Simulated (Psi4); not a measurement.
# H3O+ (oxonium): PBE/cc-pVDZ (sweep point 1)

Aim: the vertical singlet–triplet gap of H3O+ (oxonium) at PBE/cc-pVDZ (sweep point 1), from 2 runs. 

The results are computed with Psi4 1.11.

**1. The molecule**

H3O+: 4 atoms, total charge +1, spin state singlet. As SMILES, `[OH3+]`. The shape is that of a PBE0-D4/def2-TZVP optimisation.

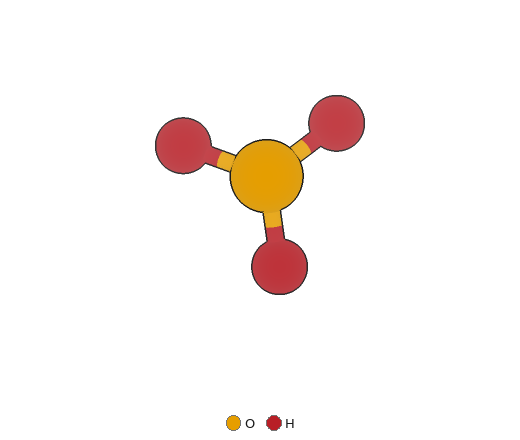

Viewed from a chosen angle; oxygen amber, hydrogen red.

**2. A single-point energy at PBE/cc-pVDZ (sweep point 1)**

Contents of input.dat:

```
memory 1600 mb

molecule mol {
  1 1
  O      0.34387346    -0.10714747    -0.09970195
  H      0.41396340     1.73560006     0.02861045
  H     -0.77269012    -0.69596723    -1.45013803
  H      0.01485325    -0.93248536     1.52126732
  units bohr
  symmetry c1
}

set puream true
set scf_type pk
set dft_radial_points 99
set dft_spherical_points 590

energy('pbe/cc-pVDZ')
```

On the command line:

```console
$ psi4 input.dat output.dat -n 1
```

output.dat (excerpt; [...] marks lines left out):

```text
[...]
  Running in c1 symmetry.
[...]
  Nuclear repulsion =   13.956307389084099
[...]
  Multiplicity = 1
[...]
  Nalpha       = 5
  Nbeta        = 5
[...]
    Number of basis functions: 29
[...]
   @RKS iter   1:   -76.54278242490344    2.43202e-01   1.64240e-02 DIIS/ADIIS
[...]
   @RKS iter   6:   -76.61850456690307   -4.20136e-08   2.13691e-07 DIIS
[...]
    Orbital Energies [Eh]
    ---------------------
    Doubly Occupied:
       1A    -19.197885     2A     -1.359998     3A     -0.880531
       4A     -0.880501     5A     -0.676028
[...]
  @RKS Final Energy:   -76.61850456690307
   => Energetics <=
    Nuclear Repulsion Energy =             13.9563073890840990
    One-Electron Energy =                -128.5047149826224597
    Two-Electron Energy =                  47.2581857344077818
    DFT Exchange-Correlation Energy =      -9.3282827077724928
    Empirical Dispersion Energy =           0.0000000000000000
    VV10 Nonlocal Energy =                  0.0000000000000000
    Total Energy =                        -76.6185045669030700
[...]
 Multipole Moments:
 ------------------------------------------------------------------------------------
     Multipole            Electronic (a.u.)      Nuclear  (a.u.)        Total (a.u.)
 ------------------------------------------------------------------------------------
 L = 1.  Multiply by 2.5417464519 to convert [e a0] to [Debye]
 Dipole X            :          0.0110277           -0.5737000           -0.5626723
 Dipole Y            :         -0.0034061            0.1787591            0.1753530
 Dipole Z            :         -0.0032235            0.1663531            0.1631296
 Magnitude           :                                                    0.6115227
[...]
```

It took 6.6 s on 1 thread of Intel Xeon at 2.70GHz, shared host; peak memory 0.42 GiB.

**3. The triplet, same level**

Contents of calc.inp:

```
memory 1600 MB

molecule geom {
  1 3
  O      0.34387346    -0.10714747    -0.09970195
  H      0.41396340     1.73560006     0.02861045
  H     -0.77269012    -0.69596723    -1.45013803
  H      0.01485325    -0.93248536     1.52126732
  units au
  symmetry c1
}

set basis cc-pVDZ
set reference uks
set puream true
set scf_type pk
set dft_radial_points 99
set dft_spherical_points 590
set maxiter 100

result, w = energy('pbe', return_wfn=True)
```

On the command line:

```console
$ psi4 -n 1 calc.inp calc.out
```

calc.out:

```text
[...]
  Running in c1 symmetry.
[...]
  Nuclear repulsion =   13.956307389084099
[...]
  Multiplicity = 3
[...]
  Nalpha       = 6
  Nbeta        = 4
[...]
    Number of basis functions: 29
[...]
   @UKS iter   1:   -76.21185982992861    5.74124e-01   4.24414e-03 DIIS/ADIIS
[...]
   @UKS iter   6:   -76.21941746276705   -3.08932e-07   9.16843e-07 DIIS
[...]
   @S^2 Observed:                2.000963427E+00
[...]
    Orbital Energies [Eh]
    ---------------------
    Alpha Occupied:
       1A    -19.416665     2A     -1.543151     3A     -1.029205
       4A     -1.029180     5A     -0.935079     6A     -0.377088
    Alpha Virtual:
       7A     -0.287387     8A     -0.287381     9A      0.087258
      10A      0.087296    11A      0.133878    12A      0.294975
      13A      0.437054    14A      0.437067    15A      0.634819
      16A      0.634891    17A      0.878633    18A      0.995121
      19A      1.296832    20A      1.296891    21A      1.333127
      22A      1.559145    23A      1.559185    24A      1.686749
      25A      2.423654    26A      2.423736    27A      2.722881
[...]
  @UKS Final Energy:   -76.21941746276705
   => Energetics <=
    Nuclear Repulsion Energy =             13.9563073890840990
    One-Electron Energy =                -126.6000923859799911
    Two-Electron Energy =                  45.6369404451179292
    DFT Exchange-Correlation Energy =      -9.2125729109890990
    Empirical Dispersion Energy =           0.0000000000000000
    VV10 Nonlocal Energy =                  0.0000000000000000
    Total Energy =                        -76.2194174627670549
[...]
 Multipole Moments:
 ------------------------------------------------------------------------------------
     Multipole            Electronic (a.u.)      Nuclear  (a.u.)        Total (a.u.)
 ------------------------------------------------------------------------------------
 L = 1.  Multiply by 2.5417464519 to convert [e a0] to [Debye]
 Dipole X            :          0.4831192           -0.5737000           -0.0905808
 Dipole Y            :         -0.1505960            0.1787591            0.0281631
 Dipole Z            :         -0.1400086            0.1663531            0.0263445
 Magnitude           :                                                    0.0984483
[...]
```

It took 7.5 s on 1 thread of Intel Xeon at 2.70GHz, shared host; peak memory 0.42 GiB.

**4. Summary of results**

At PBE/cc-pVDZ (sweep point 1):

```
                                        quantity         value
                           singlet: total energy  -76.61850 Eh
                            singlet: HOMO energy     -18.40 eV
                            singlet: LUMO energy      -7.87 eV
                          singlet: HOMO–LUMO gap      10.53 eV
                           triplet: total energy  -76.21942 Eh
     triplet: HOMO energy (highest over α and β)     -10.26 eV
                                   triplet: ⟨S²⟩         2.001
vertical energy of the triplet above the singlet     10.860 eV
```

In words: At this shape the triplet lies 10.86 eV (250 kcal/mol) above the singlet.
